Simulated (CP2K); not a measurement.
# C2H7Si (SMILES C[SiH]C) at UPBE/DZVP-MOLOPT-SR-GTH (core potential)

What is the energy change on altering one bond length of C2H7Si at UPBE/DZVP-MOLOPT-SR-GTH (core potential)? 

Program for the calculation: CP2K 2026.2.

1 further run of the same task is left out (set aside as unsound or not needed).

**1. The molecule**

C2H7Si: 10 atoms, total charge 0, spin state doublet. SMILES: `C[SiH]C`. Geometry: relaxed at PBE0-D4/def2-TZVP.

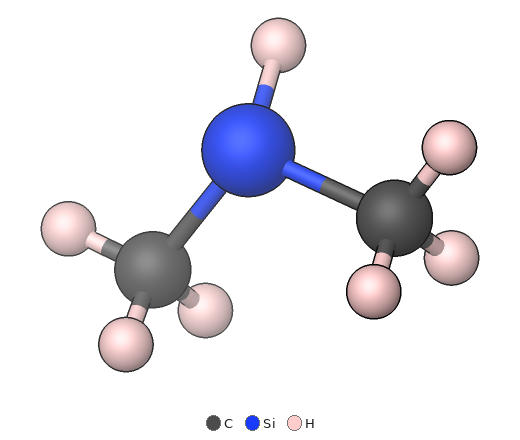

Viewed from a chosen angle; carbon dark grey, silicon blue, hydrogen pink.

**2. A single-point energy at UPBE/DZVP-MOLOPT-SR-GTH (core potential)**

Contents of qs.inp:

```
&GLOBAL
  PROJECT_NAME qs
  RUN_TYPE ENERGY
  PRINT_LEVEL MEDIUM
&END

&FORCE_EVAL
  METHOD QS
  &DFT
    BASIS_SET_FILE_NAME BASIS_MOLOPT
    POTENTIAL_FILE_NAME GTH_POTENTIALS
    MULTIPLICITY 2
    UKS T
    &QS
      METHOD GPW
      EPS_DEFAULT 1.0E-10
    &END
    &MGRID
      CUTOFF 400
      REL_CUTOFF 50
      NGRIDS 4
    &END
    &POISSON
      PERIODIC NONE
      POISSON_SOLVER MULTIPOLE
    &END
    &SCF
      SCF_GUESS ATOMIC
      EPS_SCF 1.0E-06
      MAX_SCF 50
      &OT
        MINIMIZER DIIS
        PRECONDITIONER FULL_ALL
      &END
      &OUTER_SCF
        EPS_SCF 1.0E-06
        MAX_SCF 10
      &END
    &END
    &XC
      &XC_FUNCTIONAL PBE
      &END
    &END
    &PRINT
      &MOMENTS
        PERIODIC F
        REFERENCE COM
        MAX_MOMENT 1
      &END
      &MO_CUBES
        NLUMO 5
        NHOMO -1
        WRITE_CUBE F
      &END
      &HIRSHFELD OFF
      &END
    &END
  &END
  &SUBSYS
    &CELL
      ABC 10.6 10.4 10.4
      PERIODIC NONE
    &END
    &COORD
      C      4.330200     5.998850     4.167400
      Si     5.975000     5.946250     5.069900
      C      6.140500     4.406550     6.130400
      H      4.221800     5.126150     3.514600
      H      4.250100     6.895150     3.549100
      H      3.496400     5.997750     4.873200
      H      7.102600     6.021850     4.091400
      H      5.352000     4.364850     6.885400
      H      7.103600     4.385250     6.644200
      H      6.065800     3.504850     5.513200
    &END
    &KIND C
      BASIS_SET DZVP-MOLOPT-SR-GTH-q4
      POTENTIAL GTH-PBE-q4
    &END
    &KIND Si
      BASIS_SET DZVP-MOLOPT-SR-GTH-q4
      POTENTIAL GTH-PBE-q4
    &END
    &KIND H
      BASIS_SET DZVP-MOLOPT-SR-GTH-q1
      POTENTIAL GTH-PBE-q1
    &END
  &END
&END
```

The run is started by

```sh
$ OMP_NUM_THREADS=1 cp2k.psmp -i qs.inp > qs.out 2>&1
```

The program printed, cut to the lines that bear on the results:

```text
CP2K| version string:                                       CP2K version 2026.2
[...]
 GLOBAL| Method name                                                        CP2K
[...]
 GLOBAL| Run type                                                         ENERGY
[...]
 DFT| Spin unrestricted (spin-polarized) Kohn-Sham calculation               UKS
 DFT| Multiplicity                                                             2
[...]
 DFT| Charge                                                                   0
[...]
 FUNCTIONAL| PBE:
 QS| Method:                                                                 GPW
[...]
 QS| Density cutoff [a.u.]:                                                200.0
[...]
 QS| Relative density cutoff [a.u.]:                                        25.0
[...]
                             - Atoms:                                         10
[...]
                             - Spherical basis functions:                     74
[...]
 Number of electrons:                                                         10
[...]
     1 OT DIIS     0.15E+00    3.3     0.09401711       -17.5553124626 -1.76E+01
[...]
    23 OT DIIS     0.15E+00    3.6     0.00000092       -19.4126417836 -4.19E-10
  *** SCF run converged in    23 steps ***
[...]
  Overlap energy of the core charge distribution:               0.00000173452032
  Self energy of the core charge distribution:                -46.80132599375718
  Core Hamiltonian energy:                                     14.08027078740265
  Hartree energy:                                              20.50509643760857
  Exchange-correlation energy:                                 -7.19668474937018
  Total energy:                                               -19.41264178359582
[...]
                     Mulliken Population Analysis
 #  Atom  Element  Kind  Atomic population (alpha,beta) Net charge  Spin moment
       1     C        1         2.210581     2.192124    -0.402705     0.018457
       2     Si       2         2.323871     1.417992     0.258137     0.905879
       3     C        1         2.210426     2.191872    -0.402298     0.018555
       4     H        3         0.466736     0.446239     0.087025     0.020497
       5     H        3         0.458433     0.459567     0.082000    -0.001134
       6     H        3         0.458100     0.458779     0.083122    -0.000679
       7     H        3         0.488779     0.469020     0.042202     0.019759
       8     H        3         0.458071     0.458761     0.083167    -0.000690
       9     H        3         0.458470     0.459610     0.081920    -0.001141
      10     H        3         0.466533     0.446036     0.087431     0.020496
 # Total charge and spin       10.000000     9.000000     0.000000     1.000000
[...]
  Dipole moment [Debye]
    X= -0.5119194E+00 Y= -0.4439182E+00 Z=  0.1205032E+00  Total=      0.6882193
[...]
 HOMO - LUMO gap [eV] :    5.212205
 ENERGY| Total FORCE_EVAL ( QS ) energy [hartree]            -19.412641783595820
[...]
```

Run time: 88 s. Hardware: 1 thread of Arm Neoverse N1, shared host; peak memory 1 GiB.

**3. The distorted shape**

Contents of calc.inp:

```
&GLOBAL
  PROJECT calc
  RUN_TYPE ENERGY
  PRINT_LEVEL MEDIUM
&END GLOBAL

&FORCE_EVAL
  METHOD QUICKSTEP
  &DFT
    BASIS_SET_FILE_NAME BASIS_MOLOPT
    POTENTIAL_FILE_NAME GTH_POTENTIALS
    MULTIPLICITY 2
    UNRESTRICTED_KOHN_SHAM T
    &QS
      METHOD GPW
      EPS_DEFAULT 1.0E-10
    &END QS
    &MGRID
      CUTOFF 400
      REL_CUTOFF 50
      NGRIDS 4
    &END MGRID
    &POISSON
      PERIODIC NONE
      POISSON_SOLVER MULTIPOLE
    &END POISSON
    &SCF
      SCF_GUESS ATOMIC
      EPS_SCF 1.0E-06
      MAX_SCF 30
      &OT
        MINIMIZER DIIS
        PRECONDITIONER FULL_ALL
      &END OT
      &OUTER_SCF
        EPS_SCF 1.0E-06
        MAX_SCF 5
      &END OUTER_SCF
    &END SCF
    &XC
      &XC_FUNCTIONAL PBE
      &END XC_FUNCTIONAL
    &END XC
    &PRINT
      &MOMENTS
        PERIODIC F
        REFERENCE COM
        MAX_MOMENT 1
      &END MOMENTS
      &MO_CUBES
        NLUMO 5
        NHOMO -1
        WRITE_CUBE F
      &END MO_CUBES
      &HIRSHFELD OFF
      &END HIRSHFELD
    &END PRINT
  &END DFT
  &SUBSYS
    &CELL
      ABC 11.1 10.4 10.4
      PERIODIC NONE
    &END CELL
    &COORD
      C     -1.546863     0.739650    -1.133107
      Si     0.097937     0.687050    -0.230607
      C      0.263437    -0.852650     0.829893
      H     -1.655263    -0.133050    -1.785907
      H     -1.626963     1.635950    -1.751407
      H     -2.380663     0.738550    -0.427307
      H      1.225537     0.762650    -1.209107
      H     -0.525063    -0.894350     1.584893
      H      1.708100    -0.884600     1.600600
      H      0.188737    -1.754350     0.212693
    &END COORD
    &TOPOLOGY
      &CENTER_COORDINATES
      &END CENTER_COORDINATES
    &END TOPOLOGY
    &KIND C
      BASIS_SET DZVP-MOLOPT-SR-GTH-q4
      POTENTIAL GTH-PBE-q4
    &END KIND
    &KIND Si
      BASIS_SET DZVP-MOLOPT-SR-GTH-q4
      POTENTIAL GTH-PBE-q4
    &END KIND
    &KIND H
      BASIS_SET DZVP-MOLOPT-SR-GTH-q1
      POTENTIAL GTH-PBE-q1
    &END KIND
  &END SUBSYS
&END FORCE_EVAL
```

The run is started by

```sh
$ OMP_NUM_THREADS=1 cp2k.psmp -i calc.inp > calc.out 2>&1
```

The program printed, cut to the lines that bear on the results:

```text
CP2K| version string:                                       CP2K version 2026.2
[...]
 GLOBAL| Method name                                                        CP2K
[...]
 GLOBAL| Run type                                                         ENERGY
[...]
 DFT| Spin unrestricted (spin-polarized) Kohn-Sham calculation               UKS
 DFT| Multiplicity                                                             2
[...]
 DFT| Charge                                                                   0
[...]
 FUNCTIONAL| PBE:
 QS| Method:                                                                 GPW
[...]
 QS| Density cutoff [a.u.]:                                                200.0
[...]
 QS| Relative density cutoff [a.u.]:                                        25.0
[...]
                             - Atoms:                                         10
[...]
                             - Spherical basis functions:                     74
[...]
 Number of electrons:                                                         10
[...]
     1 OT DIIS     0.15E+00    4.2     0.10017226       -17.4119998320 -1.74E+01
[...]
    26 OT DIIS     0.15E+00    4.8     0.00000082       -19.3356095199 -4.39E-10
  *** SCF run converged in    26 steps ***
[...]
  Overlap energy of the core charge distribution:               0.00000143625818
  Self energy of the core charge distribution:                -46.80132599375718
  Core Hamiltonian energy:                                     13.82105857814896
  Hartree energy:                                              20.73124207575297
  Exchange-correlation energy:                                 -7.08658561629301
  Total energy:                                               -19.33560951989008
[...]
  Dipole moment [Debye]
    X= -0.4146277E+00 Y= -0.4604928E+00 Z=  0.1755208E+00  Total=      0.6440321
[...]
 HOMO - LUMO gap [eV] :    4.846723
 ENERGY| Total FORCE_EVAL ( QS ) energy [hartree]            -19.335609519890085
[...]
```

It took 2.2 min on 1 thread of Arm Neoverse N1, shared host; peak memory 1.1 GiB.

**4. What came out**

At UPBE/DZVP-MOLOPT-SR-GTH (core potential):

```
                                                         quantity         value
                                        first shape: total energy  -19.41264 Eh
                                       first shape: dipole moment        0.69 D
                  first shape: HOMO energy (highest over α and β)      -4.27 eV
                   first shape: LUMO energy (lowest over α and β)      -2.16 eV
                                                first shape: ⟨S²⟩         0.753
                                    distorted shape: total energy  -19.33561 Eh
                                   distorted shape: dipole moment        0.64 D
              distorted shape: HOMO energy (highest over α and β)      -4.25 eV
               distorted shape: LUMO energy (lowest over α and β)      -2.14 eV
                                            distorted shape: ⟨S²⟩         0.753
energy change with the C3–H9 bond stretched from 1.092 to 1.638 Å      2.096 eV
```

With the C3–H9 bond stretched from 1.092 to 1.638 Å the energy rises by 2.10 eV (48 kcal/mol). The first shape isn't relaxed at this level, so the change isn't measured from a minimum.
